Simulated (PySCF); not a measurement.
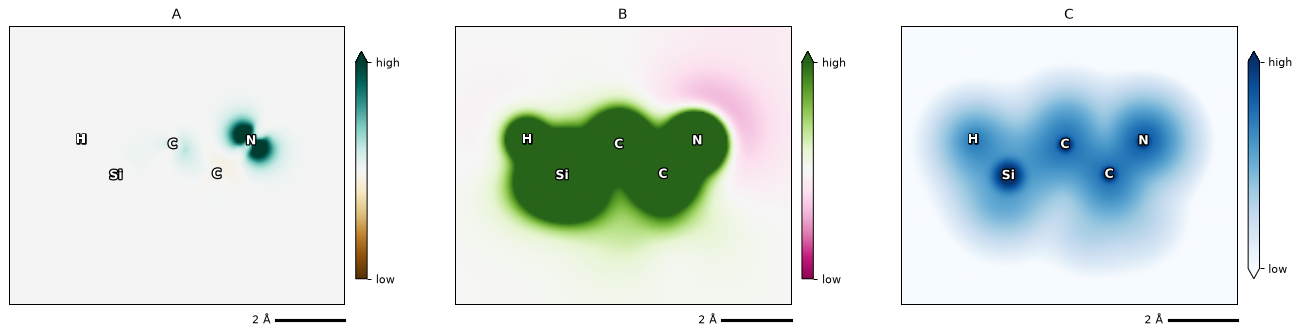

C$_{4}$H$_{12}$NSi (doublet): 3 fields on the plane of atoms N4, C2 and C5, with unlabelled colour scales.

Geometry: GFN2-xTB.

Method: UKS B3LYP, pcH-1 on C H N Si, non-relativistic, mean-field spin-orbit, GIAO (PySCF).

Which field does each panel show? The fields are: electron density, electrostatic potential and spin density.

Panel A: spin density (confined to the atoms that carry the unpaired spin). Panel B: electrostatic potential (strongly positive close to the atoms, with negative regions outside electron-rich atoms). Panel C: electron density. From the grid: C–N (1.40 Å): ρ at the midpoint is about 2.2 e/Å³. C–Si (1.91 Å): ρ at the midpoint is about 0.9 e/Å³.
